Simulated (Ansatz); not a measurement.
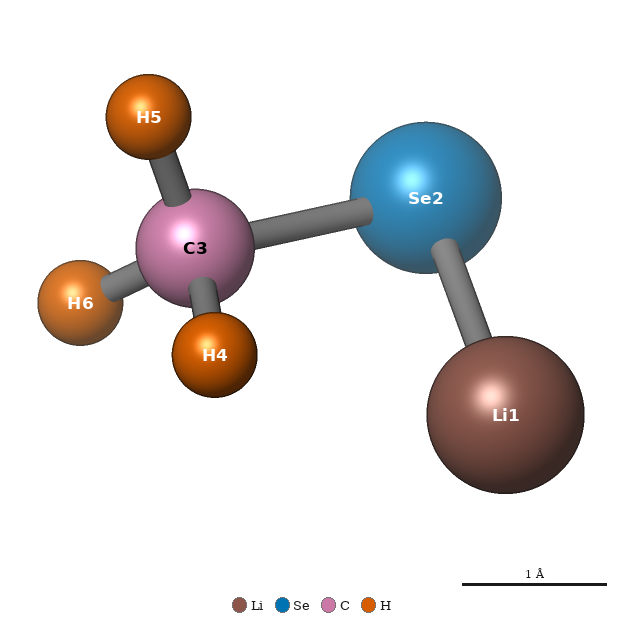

Orthographic view. Distant atoms are faded towards the background colour. Computed geometry: PBE0-D4/def2-TZVP optimisation. No frequency run is at hand to confirm it as a minimum.

Give the geometry as a Z-matrix, atoms in numerical order, with these reference atoms: 2 to 1; 3 to 2, 1; 4 to 3, 2, 1; 5 to 3, 4, 1; 6 to 3, 5, 4.

```
Li 
Se   1   2.223
C    2   1.982   1    72.6
H    3   1.107   2   115.1   1     0.0
H    3   1.089   4   106.1   1  -121.8
H    3   1.089   5   109.5   4   114.2
```
